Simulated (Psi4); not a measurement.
**TiF4 (SMILES [F][Ti]([F])([F])[F]): PBE0/def2-SVP**

Aim: the energy change on altering one bond length of TiF4 at PBE0/def2-SVP, from 2 runs. 

The results are computed with Psi4 1.11.

8 further runs of the same task are left out: 8 that didn't finish.

## Step 1: The system as given

TiF4: 5 atoms, total charge 0, spin state singlet. SMILES: `[F][Ti]([F])([F])[F]`. The shape is that of a PBE0-D4/def2-TZVP optimisation.

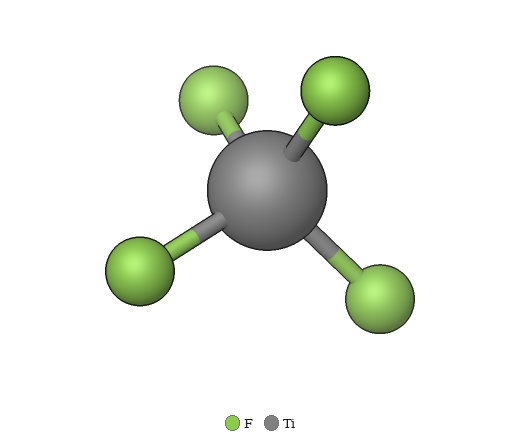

Viewed from a chosen angle; fluorine green, titanium grey.

## Step 2: Energy and forces at PBE0/def2-SVP

File job.json:

```json
{
 "schema_name": "qcschema_input",
 "schema_version": 1,
 "molecule": {
  "schema_name": "qcschema_molecule",
  "schema_version": 2,
  "symbols": ["F", "Ti", "F", "F", "F"],
  "geometry": [0.33079656, -1.42993686, 2.94137761, -1.89e-05, 7.559e-05, 3.779e-05, -2.36240332, 2.28097502, 0.15027102, -0.80816027, -2.26908864, -2.23683102, 2.83976704, 1.41801269, -0.85485541],
  "molecular_charge": 0,
  "molecular_multiplicity": 1,
  "fix_symmetry": "c1",
  "fix_com": true,
  "fix_orientation": true
 },
 "driver": "gradient",
 "model": {
  "method": "pbe0",
  "basis": "def2-SVP"
 },
 "keywords": {
  "puream": true,
  "e_convergence": 1e-09,
  "d_convergence": 1e-08,
  "scf_type": "pk",
  "dft_radial_points": 99,
  "dft_spherical_points": 590,
  "scf_properties": ["MULLIKEN_CHARGES", "MAYER_INDICES", "LOWDIN_CHARGES"]
 }
}
```

Started as:

```bash
psi4 --qcschema job.json -n 1 --memory 2200MB
```

stdout, cut to the lines that bear on the results:

```text
[...]
  Running in c1 symmetry.
[...]
  Nuclear repulsion =  331.469148622665500
[...]
  Multiplicity = 1
[...]
  Nalpha       = 29
  Nbeta        = 29
[...]
    Number of basis functions: 87
[...]
   @RKS iter   1: -1247.73169819702548   -9.22475e-01   1.14542e-02 DIIS/ADIIS
[...]
   @RKS iter  14: -1248.12297787536636    0.00000e+00   5.97963e-10 DIIS
[...]
    Orbital Energies [Eh]
    ---------------------
    Doubly Occupied:
       1A   -179.279392     2A    -24.798118     3A    -24.798081
       4A    -24.798080     5A    -24.798079     6A    -20.172433
       7A    -16.858750     8A    -16.858749     9A    -16.858749
      10A     -2.556371    11A     -1.662502    12A     -1.662499
      13A     -1.662498    14A     -1.194946    15A     -1.179113
      16A     -1.179109    17A     -1.179106    18A     -0.514467
      19A     -0.514465    20A     -0.514459    21A     -0.501777
      22A     -0.501769    23A     -0.488483    24A     -0.467755
      25A     -0.467754    26A     -0.467753    27A     -0.451832
      28A     -0.451829    29A     -0.451828
[...]
  @RKS Final Energy: -1248.12297787536636
   => Energetics <=
    Nuclear Repulsion Energy =            331.4691486226655002
    One-Electron Energy =               -2379.9565493889590471
    Two-Electron Energy =                 863.4124641396066409
    DFT Exchange-Correlation Energy =     -63.0480412486797022
    Empirical Dispersion Energy =           0.0000000000000000
    VV10 Nonlocal Energy =                  0.0000000000000000
    Total Energy =                      -1248.1229778753665869
[...]
 Multipole Moments:
 ------------------------------------------------------------------------------------
     Multipole            Electronic (a.u.)      Nuclear  (a.u.)        Total (a.u.)
 ------------------------------------------------------------------------------------
 L = 1.  Multiply by 2.5417464519 to convert [e a0] to [Debye]
 Dipole X            :          0.0004035           -0.0004157           -0.0000122
 Dipole Y            :         -0.0012060            0.0013229            0.0001169
 Dipole Z            :         -0.0004314            0.0004912            0.0000597
 Magnitude           :                                                    0.0001318
[...]
  Mulliken Charges: (a.u.)
   Center  Symbol    Alpha    Beta     Spin     Total
       1     F     4.68144  4.68144  0.00000 -0.36289
       2    TI    10.27422 10.27422  0.00000  1.45156
       3     F     4.68145  4.68145  0.00000 -0.36290
       4     F     4.68144  4.68144  0.00000 -0.36288
       5     F     4.68144  4.68144  0.00000 -0.36289
   Total alpha = 29.00000, Total beta = 29.00000, Total charge =  0.00000
  Lowdin Charges: (a.u.)
   Center  Symbol    Alpha    Beta     Spin     Total
       1     F     4.56431  4.56431  0.00000 -0.12862
[...]
  -Total Gradient:
     Atom            X                  Y                   Z
    ------   -----------------  -----------------  -----------------
       1        0.001091726723    -0.004426854376     0.009222592368
       2        0.000001459755     0.000007078742     0.000001731495
       3       -0.007332501582     0.006997050956     0.000430734331
       4       -0.002466753336    -0.006983717127    -0.006840910048
       5        0.008809878249     0.004467204054    -0.002572624056
[...]
```

The result, in JSON:

```text
{
 "driver": "gradient",
 "model": {
  "method": "pbe0",
  "basis": "def2-SVP"
 },
 "success": true,
 "return_result": [0.0010917267227695728, -0.004426854376022152, 0.00922259236794419, 1.4597548706308964e-06, 7.0787418163037246e-06, 1.7314953966010157e-06, -0.007332501582044834, 0.006997050956289538, 0.0004307343308529816, -0.0024667533364111545, -0.006983717127117137, -0.006840910048205848, 0.008809878248759687, 0.004467204053958576, -0.0025726240562140984],
 "properties": {
  "calcinfo_nbasis": 87,
  "calcinfo_nmo": 87,
  "calcinfo_nalpha": 29,
  "calcinfo_nbeta": 29,
  "calcinfo_natom": 5,
  "nuclear_repulsion_energy": 331.4691486226655,
  "return_energy": -1248.1229778753664,
  "return_gradient": [0.0010917267227695728, -0.004426854376022152, 0.00922259236794419, 1.4597548706308964e-06, 7.0787418163037246e-06, 1.7314953966010157e-06, -0.007332501582044834, 0.006997050956289538, 0.0004307343308529816, -0.0024667533364111545, -0.006983717127117137, -0.006840910048205848, 0.008809878248759687, 0.004467204053958576, -0.0025726240562140984],
  "scf_one_electron_energy": -2379.956549388959,
  "scf_two_electron_energy": 863.4124641396066,
  "scf_xc_energy": -63.0480412486797,
  "scf_dipole_moment": [-1.2224626120604931e-05, 0.00011688369263597453, 5.974519831711267e-05],
  "scf_total_energy": -1248.1229778753664,
  "scf_total_gradient": [0.0010917267227695728, -0.004426854376022152, 0.00922259236794419, 1.4597548706308964e-06, 7.0787418163037246e-06, 1.7314953966010157e-06, -0.007332501582044834, 0.006997050956289538, 0.0004307343308529816, -0.0024667533364111545, -0.006983717127117137, -0.006840910048205848, 0.008809878248759687, 0.004467204053958576, -0.0025726240562140984],
  "scf_iterations": 14
 }
}
```

It took 12 s on 1 thread of Intel Xeon 6975P-C (Granite Rapids), shared host; peak memory 0.83 GiB.

## Step 3: The distorted shape at the same level

File f4ti.xyz:

```xyz
5
F4Ti
F      0.239186    -0.576604     1.734033
Ti     0.064126     0.180126     0.177543
F     -1.185994     1.387126     0.257043
F     -0.427660    -1.200750    -1.183680
F      1.566876     0.930466    -0.274847
```

File f4ti.py:

```python
import psi4

psi4.set_memory(2200000000)
psi4.set_num_threads(1)
psi4.core.set_output_file('output.dat', False)

with open('f4ti.xyz') as f:
    atoms = ''.join(f.readlines()[2:])
geom = psi4.geometry('0 1\n' + atoms + 'symmetry c1\nno_reorient\nno_com')

options = {'basis': 'def2-SVP', 'puream': True, 'e_convergence': 1e-09, 'd_convergence': 1e-08, 'scf_type': 'pk', 'dft_radial_points': 99, 'dft_spherical_points': 590}
psi4.set_options(options)

E, wfn = psi4.gradient('PBE0', return_wfn=True)
psi4.oeprop(wfn, 'QUADRUPOLE', 'DIPOLE', 'MULLIKEN_CHARGES')
print('gradient / Eh bohr^-1')
print(E.np.round(6))
print(f'energy = {wfn.energy():.10f} Eh')
```

Started as:

```bash
python f4ti.py
```

output.dat, cut to the lines that bear on the results:

```text
[...]
  Running in c1 symmetry.
[...]
  Nuclear repulsion =  320.404965506897270
[...]
  Multiplicity = 1
[...]
  Nalpha       = 29
  Nbeta        = 29
[...]
    Number of basis functions: 87
[...]
   @RKS iter   1: -1247.64263597977993   -9.71453e-01   1.18808e-02 DIIS/ADIIS
[...]
   @RKS iter  15: -1248.09366639468431    9.09495e-13   2.04961e-09 DIIS
[...]
  @RKS Final Energy: -1248.09366639468431
   => Energetics <=
    Nuclear Repulsion Energy =            320.4049655068972697
    One-Electron Energy =               -2357.3907454644686368
    Two-Electron Energy =                 851.8742003342895259
    DFT Exchange-Correlation Energy =     -62.9820867714027770
    Empirical Dispersion Energy =           0.0000000000000000
    VV10 Nonlocal Energy =                  0.0000000000000000
    Total Energy =                      -1248.0936663946845329
[...]
  -Total Gradient:
     Atom            X                  Y                   Z
    ------   -----------------  -----------------  -----------------
       1        0.001509825012    -0.008782541888     0.015507268489
       2        0.017942568398     0.050375017959     0.049652867426
       3       -0.013447843184     0.011938788586    -0.000038683175
       4       -0.021548688141    -0.060516010919    -0.059655282801
       5        0.015517620205     0.007076180556    -0.005555847138
[...]
 Multipole Moments:
 ------------------------------------------------------------------------------------
     Multipole            Electronic (a.u.)      Nuclear  (a.u.)        Total (a.u.)
 ------------------------------------------------------------------------------------
 L = 1.  Multiply by 2.5417464519 to convert [e a0] to [Debye]
 Dipole X            :         -5.8093404            5.9383585            0.1290181
 Dipole Y            :        -16.3142528           16.6766705            0.3624178
 Dipole Z            :        -16.0813027           16.4385140            0.3572113
 Magnitude           :                                                    0.5249688
 L = 2.  Multiply by 1.3450342976 to convert [e a0^2] to [Debye ang]
 Quadrupole XX       :       -159.8363926          132.1527314          -27.6836611
 Quadrupole XY       :         -7.2899689            6.9625285           -0.3274404
[...]
```

The script printed:

```text
gradient / Eh bohr^-1
[[ 1.5100e-03 -8.7830e-03  1.5507e-02]
 [ 1.7943e-02  5.0375e-02  4.9653e-02]
 [-1.3448e-02  1.1939e-02 -3.9000e-05]
 [-2.1549e-02 -6.0516e-02 -5.9655e-02]
 [ 1.5518e-02  7.0760e-03 -5.5560e-03]]
energy = -1248.0936663947 Eh
```

Wall time 13 s (1 thread of Intel Xeon 6975P-C (Granite Rapids), shared host); peak memory 0.82 GiB.

## Step 4: Outcome

Level: PBE0/def2-SVP.

| quantity | value |
| --- | --- |
| first shape: total energy | -1248.12298 Eh |
| first shape: dipole moment | 0.00 D |
| first shape: HOMO energy | -12.29 eV |
| first shape: LUMO energy | -3.16 eV |
| first shape: HOMO–LUMO gap | 9.14 eV |
| first shape: largest force on an atom | 0.529 eV/Å |
| distorted shape: total energy | -1248.09367 Eh |
| distorted shape: dipole moment | 1.33 D |
| distorted shape: HOMO energy | -10.95 eV |
| distorted shape: LUMO energy | -3.92 eV |
| distorted shape: HOMO–LUMO gap | 7.03 eV |
| distorted shape: largest force on an atom | 4.508 eV/Å |
| energy change with the Ti2–F4 bond stretched from 1.740 to 2.000 Å | 0.798 eV |

**Reading.** With the Ti2–F4 bond stretched from 1.740 to 2.000 Å the energy rises by 0.80 eV (18.4 kcal/mol). The first shape isn't relaxed at this level, so the change isn't measured from a minimum. The largest force (first shape) is 0.53 eV/Å: the shape isn't a stationary point for this species at this level. Mulliken charges (first shape) run from -0.36 on F3 to +1.45 on Ti2.
